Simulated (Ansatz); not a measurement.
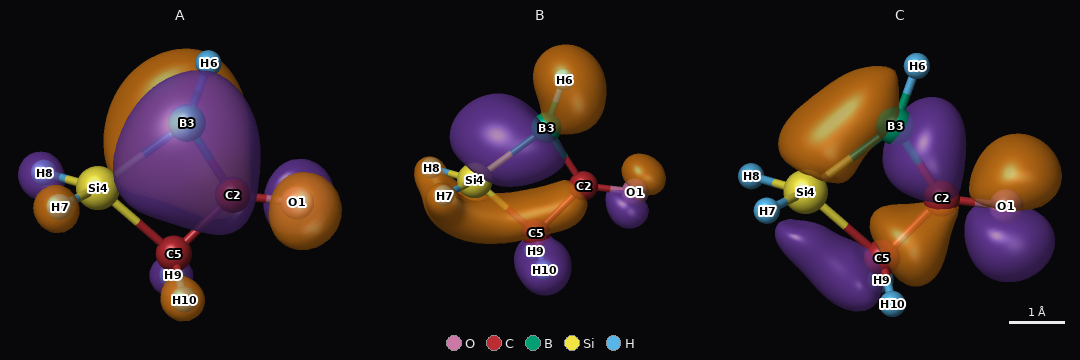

Figure. C$_{2}$H$_{5}$BOSi (SMILES O=C1B[SiH2]C1). Three frontier orbitals at ±0.1 Å⁻³ᐟ² (orange and purple are the two phases), in no order.

Geometry: PBE0-D4/def2-TZVP.

Computed with RKS PBE0-D4/def2-TZVPP (Ansatz 0.2.0).

The calculation's input:

```
crystal:
  periodic: [false, false, false]
  atoms:
    - {symbol: O, position_ang: [-1.798606, 0.799576, 1.433380]}
    - {symbol: C, position_ang: [-0.876560, 0.342796, 0.807410]}
    - {symbol: B, position_ang: [0.263933, -0.752871, 1.242613]}
    - {symbol: Si, position_ang: [0.991925, -0.506948, -0.637878]}
    - {symbol: C, position_ang: [-0.499928, 0.686365, -0.648306]}
    - {symbol: H, position_ang: [0.398303, -1.319051, 2.280295]}
    - {symbol: H, position_ang: [2.320180, 0.143919, -0.799344]}
    - {symbol: H, position_ang: [0.882632, -1.654131, -1.579576]}
    - {symbol: H, position_ang: [-1.318532, 0.456187, -1.337132]}
    - {symbol: H, position_ang: [-0.280248, 1.752958, -0.758464]}
basis:
  gaussian: {orbitals: def2-TZVPP}
hamiltonian: {xc: pbe0, dispersion: d4}
output: {orbitals: {seedname: orbitals}}
```

Launched as:

```sh
ansatz run in.yaml --threads 2 --pin off --events-out ev --progress --plain --max-ram 4352MiB
```

**Order the three orbitals by energy and name them.**

B is the HOMO−1 (−8.35 eV). It lies mainly on B3 (about 30 %), Si4 (about 30 %), C5 (about 15 %) and H6 (about 10 %). C is the HOMO (−6.92 eV). It lies mainly on O1 (about 45 %), B3 (about 15 %), C2 (about 15 %), C5 (about 10 %) and Si4 (about 10 %). A is the LUMO (−3.63 eV). Its weight (Hirshfeld) is mainly on B3 (about 45 %), C2 (about 15 %) and O1 (about 15 %).

**What is the HOMO–LUMO gap?**

3.29 eV between the orbital energies.
